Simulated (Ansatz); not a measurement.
# Calculations on Zn₁₈S₁₇ and related structures

**1. Relaxation**

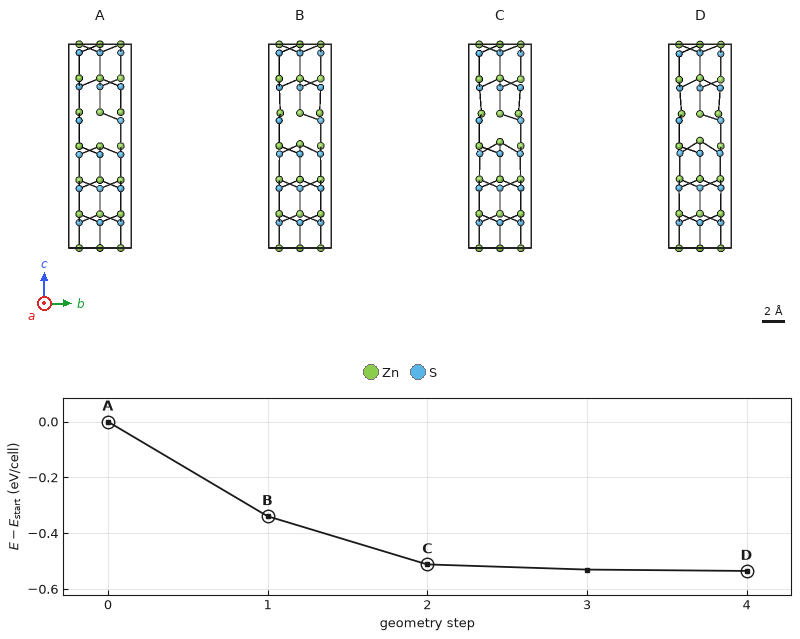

Frames of a relaxation of a defect cell of composition Zn₁₈S₁₇, marked on the history of the run. The picture is a ball-and-stick view of the cell of the calculation (origin shifted), seen along the a axis.

Level of theory: DFT, PBE, plane-wave PAW, default files, scalar-relativistic in Ansatz. Set-up: plane-wave cutoff 420 eV; k-point mesh 3 × 3 × 1; occupations fermi dirac; smearing width 0.01 eV; collinear spin; atoms relaxed in a fixed cell; force threshold 0.03 eV/Å; at most 40 steps.

What happens along the run?

Answer. After 4 geometry steps the energy has fallen by 0.535 eV per cell of the calculation. Largest force component: 0.66 eV/Å at the start, 0.025 eV/Å at the end. The atom that moves furthest is a Zn atom (0.51 Å along +c). Largest moves by element: Zn 0.51 Å, S 0.14 Å. The cell doesn't change. Among the contacts that change: S–Zn 2.335 → 2.416 Å, S–Zn 2.336 → 2.379 Å, S–Zn 2.336 → 2.357 Å, S–Zn 2.336 → 2.318 Å. Bond angles that change, for instance: S–Zn–S 109.5° → 98.7°, Zn–S–Zn 109.5° → 119.8°, S–Zn–S 109.5° → 101.9°. The program noted that the starting moments weren't kept. Cost: 97 s on 4 threads of Intel(R) Xeon(R) Platinum 8375C CPU @ 2.90GHz (Ice Lake) (shared host), peak memory 3.3 GiB. From step 0 to 1: a Zn atom moves most (0.19 Å), energy −0.339 eV per cell of the calculation. From step 1 to 2: a Zn atom moves most (0.20 Å), energy −0.173 eV per cell of the calculation. From step 2 to 4: a Zn atom moves most (0.12 Å), energy −23.4 meV per cell of the calculation.

Limits of the set-up: the periodic images lie only 6.6 Å apart, so the values are limited by the cell's size.

**2. Relaxation**

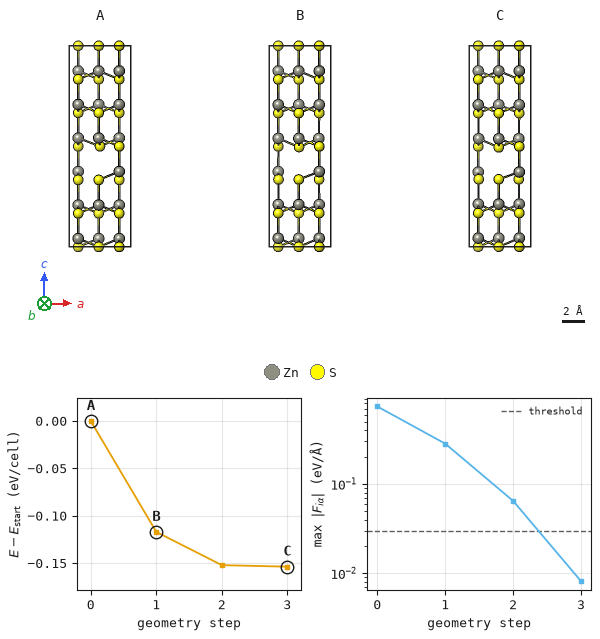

Frames of a relaxation of a defect cell of composition Zn₁₇S₁₈, marked on the history of the run. A ball-and-stick model of the cell of the calculation (origin shifted), seen along the b axis.

All numbers below come from Ansatz, DFT, PBE, plane-wave PAW, default files, scalar-relativistic. (plane-wave cutoff 420 eV; k-point mesh 3 × 3 × 1; occupations fermi dirac; smearing width 0.01 eV; collinear spin; atoms relaxed in a fixed cell; force threshold 0.03 eV/Å; at most 40 steps)

**What happens along the run?**

After 3 geometry steps the energy has fallen by 0.154 eV per cell of the calculation. The largest force component goes from 0.74 to 0.0081 eV/Å. The largest move is that of an S atom, 0.15 Å roughly along [−3 −1 −1]. By element the largest moves are S 0.15 Å, Zn 0.09 Å. The lattice vectors keep their values. Some distances before and after: S–Zn 2.444 → 2.301 Å, S–Zn 2.256 → 2.300 Å, S–Zn 2.336 → 2.300 Å, S–Zn 2.336 → 2.373 Å. Among the angles between lasting bonds that change: Zn–S–Zn 113.3° → 108.4°, S–Zn–S 106.8° → 110.6°, Zn–S–Zn 109.5° → 106.4°. From step 0 to 1: an S atom moves most (0.11 Å), energy −0.117 eV per cell of the calculation. From step 1 to 3: a Zn atom moves most (0.05 Å), energy −36.6 meV per cell of the calculation.

Limits of the set-up: the periodic images lie only 6.6 Å apart, so the values are limited by the cell's size.

**3. Defect**

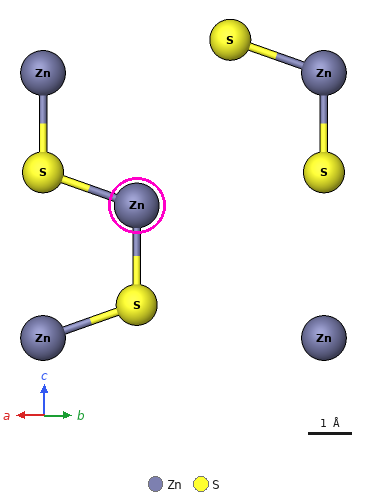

Perfect ZnS. Style: ball-and-stick. Shown: the atoms within 5.4 Å of one point, in a slice 3.4 Å thick across the line of sight, along [110].

Method: DFT, PBE, plane-wave PAW, default files, scalar-relativistic in Ansatz 0.2.0. Set-up: plane-wave cutoff 420 eV; k-point mesh 3 × 3 × 1; occupations fermi dirac; smearing width 0.01 eV; collinear spin. The axes drawn are those of the host's conventional cell.

A zinc atom is taken out (a vacancy) at the ringed place, in charge state 0. The supercell has 36 sites, and the atoms are relaxed at the host's cell.

**How do the neighbours respond?**

Around the empty Zn site the host had 4 S at 2.33 to 2.34 Å; after relaxation the nearest atoms are 4 S at 2.24 to 2.27 Å. Of the host's atoms, a sulfur atom moves furthest from its site, by 0.10 Å. The cell's net moment is 1.33 μB.

The relaxed defect, seen from the same direction:

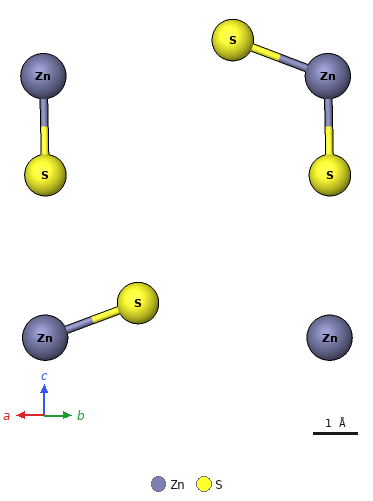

Limits of the set-up: the periodic images lie only 6.6 Å apart, so the values are limited by the cell's size.
